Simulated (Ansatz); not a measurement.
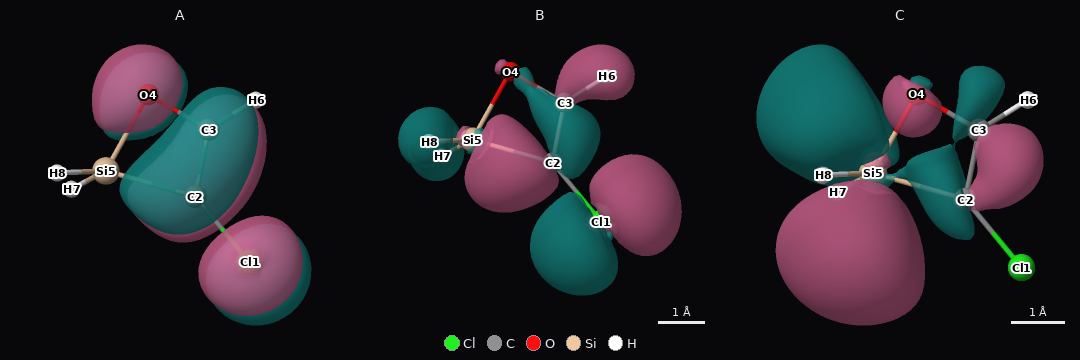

The picture shows: C2H3ClOSi (SMILES ClC1=CO[SiH2]1). Three frontier orbitals at ±0.08 Å⁻³ᐟ² (teal and pink are the two phases), in no order.

Geometry: PBE0-D4/def2-TZVP.

All numbers below come from RKS PBE0-D4/def2-TZVPP (Ansatz 0.2.0).

The calculation's input:

```
crystal:
  periodic: [false, false, false]
  atoms:
    - {symbol: Cl, position_ang: [-0.669561, 1.208132, 2.209337]}
    - {symbol: C, position_ang: [-0.162781, 0.404857, 0.803213]}
    - {symbol: C, position_ang: [1.002602, -0.207336, 0.538880]}
    - {symbol: O, position_ang: [0.970110, -0.726459, -0.743401]}
    - {symbol: Si, position_ang: [-0.616112, -0.110514, -0.905880]}
    - {symbol: H, position_ang: [1.907378, -0.355397, 1.120350]}
    - {symbol: H, position_ang: [-1.620184, -1.180306, -1.104722]}
    - {symbol: H, position_ang: [-0.719352, 0.909922, -1.973678]}
basis:
  gaussian: {orbitals: def2-TZVPP}
hamiltonian: {xc: pbe0, dispersion: d4}
output: {orbitals: {seedname: orbitals}}
```

Command:

```sh
ansatz run in.yaml --threads 2 --pin off --events-out ev --progress --plain --max-ram 4352MiB
```

**Which picture is the HOMO−1, the HOMO and the LUMO?**

B is the HOMO−1 (−8.37 eV). It lies mainly on Cl1 (about 55 %), C2 (about 15 %), Si5 (about 15 %) and C3 (about 5 %). A is the HOMO (−6.81 eV). Its weight (Hirshfeld) is mainly on C2 (about 25 %), Cl1 (about 25 %), O4 (about 20 %) and C3 (about 20 %). C is the LUMO (−0.62 eV). By Hirshfeld shares it lies mainly on Si5 (about 65 %), O4 (about 10 %), H7 (about 10 %), H8 (about 10 %) and C2 (about 5 %).

**What is the HOMO–LUMO gap?**

6.19 eV between the orbital energies.
